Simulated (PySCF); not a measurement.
# C$_{4}$H$_{9}$FSSi$_{2}$: what the fields show

```yaml
atoms:
  - { symbol: C, position_ang: [-1.8344, 2.5169, 1.8373] }
  - { symbol: C, position_ang: [-1.3510, 1.5623, 1.2872] }
  - { symbol: Si, position_ang: [-0.6572, 0.0859, 0.4026] }
  - { symbol: C, position_ang: [0.8631, 0.7909, -0.5240] }
  - { symbol: S, position_ang: [1.8059, -0.5123, -1.3850] }
  - { symbol: C, position_ang: [2.7023, -1.2332, 0.0170] }
  - { symbol: Si, position_ang: [-2.1219, -0.8940, -1.0911] }
  - { symbol: F, position_ang: [-3.3422, -1.4636, -0.1981] }
  - { symbol: H, position_ang: [-2.2476, 3.3518, 2.3276] }
  - { symbol: H, position_ang: [-0.1636, -0.7939, 1.4836] }
  - { symbol: H, position_ang: [1.5562, 1.3201, 0.1270] }
  - { symbol: H, position_ang: [0.5594, 1.4798, -1.3102] }
  - { symbol: H, position_ang: [3.3547, -1.9981, -0.3916] }
  - { symbol: H, position_ang: [2.0052, -1.6756, 0.7219] }
  - { symbol: H, position_ang: [3.2944, -0.4606, 0.5006] }
  - { symbol: H, position_ang: [-1.6461, -2.0804, -1.7936] }
  - { symbol: H, position_ang: [-2.7843, 0.0160, -2.0212] }
```

Geometry: GFN2-xTB.

Theory: PBE0/def2-SVPD, SCF density, gas phase (PySCF 2.14.0).

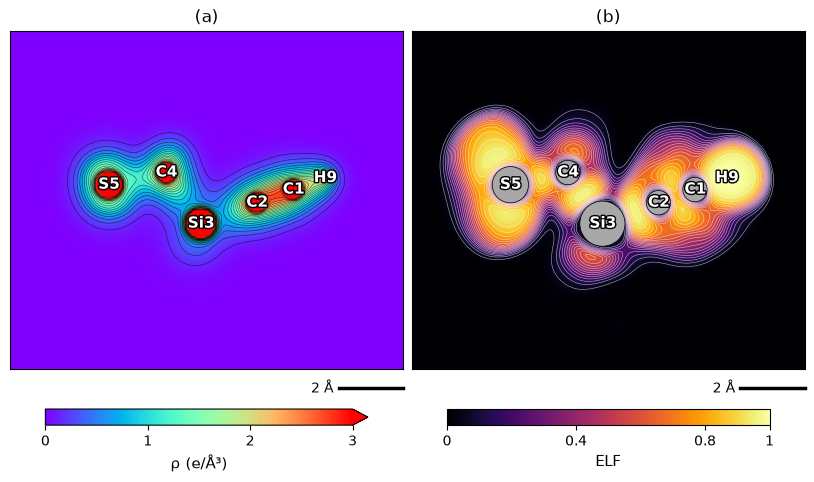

Figure 1. (a) electron density; (b) ELF on the plane of atoms C2, Si3 and C4. Grey discs cover the atomic cores in the ELF map.

What does the map show?

Answer. Atoms in the plane: C, Si, S and H. C–C (1.20 Å): the density is about 2.7 e/Å³ at the midpoint; the ELF peaks at about 0.85 between the atoms: a multiple bond. C–S (1.82 Å): ρ is about 1.2 e/Å³ halfway; the ELF peaks at about 0.90 between the atoms: a shared electron pair. C–Si (1.86 Å): the density is about 0.92 e/Å³ at the midpoint; the ELF peaks at about 0.95 between the atoms; localised, covalent bonding. C–H (1.05 Å): ρ at the midpoint is about 2.1 e/Å³; the ELF climbs to about 1 towards the hydrogen, as it does in any bond to H (a covalent bond by its length). C–Si (1.91 Å): ρ at the midpoint is about 0.91 e/Å³; the ELF peaks at about 0.95 between the atoms (localised, covalent bonding). The ELF also peaks beside S5, away from the bonds: lone-pair regions.

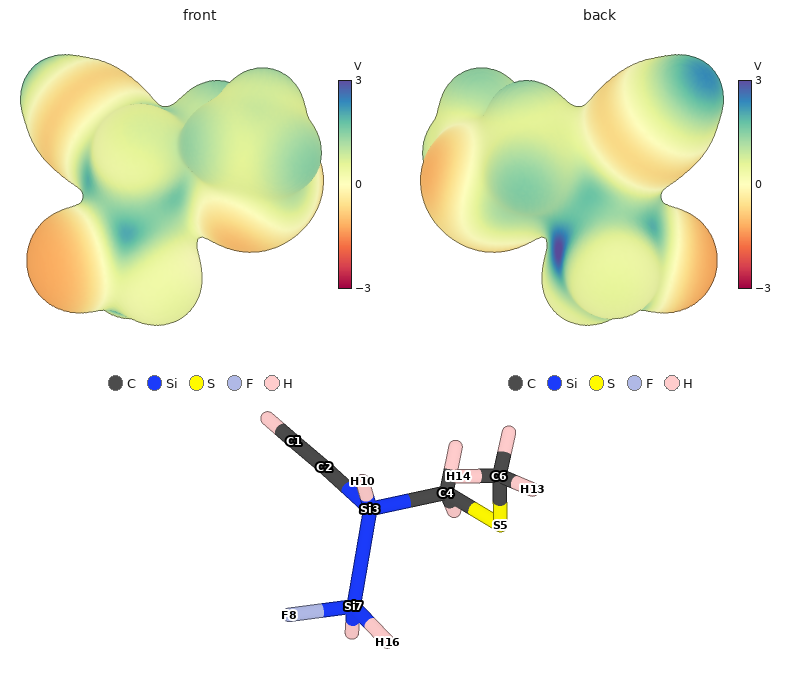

Figure 2. The electrostatic potential painted on the density surface at 0.004 e/bohr³, seen from the front and from behind; red is negative and blue positive. The bare structure is drawn below in the same view.

Which sites attract a positive test charge, and which a negative one?

Answer. A positive charge is drawn to the negative regions and a negative charge to the positive ones. The most negative region (about −1.2 V, or −28 kcal/mol for a unit charge) lies over F8, the most positive (about +2.6 V, or +60 kcal/mol for a unit charge) over Si7.
